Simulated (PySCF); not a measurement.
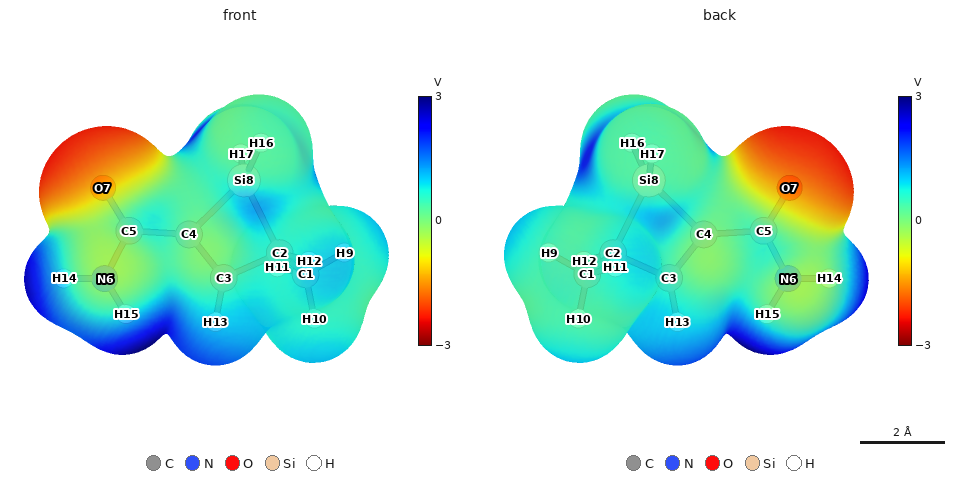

C5H9NOSi. The molecular electrostatic potential painted on the density surface at 0.004 e/bohr³, seen from the front and from behind; red is negative and blue positive.

Geometry: GFN2-xTB.

Level of theory: CAM-B3LYP/def2-SVPD, SCF density, gas phase (PySCF).

```xyz
17

C    -2.4555    0.4098   -0.5007
C    -1.2777    0.4832    0.4620
C     0.0438    0.7421   -0.2105
C     0.8277   -0.2882    0.1449
C     2.2181   -0.6241   -0.1833
N     2.9349    0.3574   -0.7923
O     2.7058   -1.7076    0.0775
Si   -0.5107   -1.1696    1.1534
H    -3.3657    0.1474    0.0335
H    -2.6147    1.3680   -0.9957
H    -2.2746   -0.3434   -1.2646
H    -1.4903    1.2511    1.2111
H     0.2489    1.5850   -0.8571
H     3.8924    0.1764   -1.0425
H     2.5354    1.2512   -1.0097
H    -0.3422   -1.2443    2.6015
H    -1.0826   -2.3821    0.5795
```

**Where is the surface potential most negative and most positive?**

The most negative region (about −2.3 V, or −53 kcal/mol for a unit charge) lies over O7, the most positive (about +2.9 V, or +67 kcal/mol for a unit charge) over H15. O7 is the likeliest acceptor of a hydrogen bond.

**What dipole moment does the calculation give?**

Its dipole moment is 4.17 D.
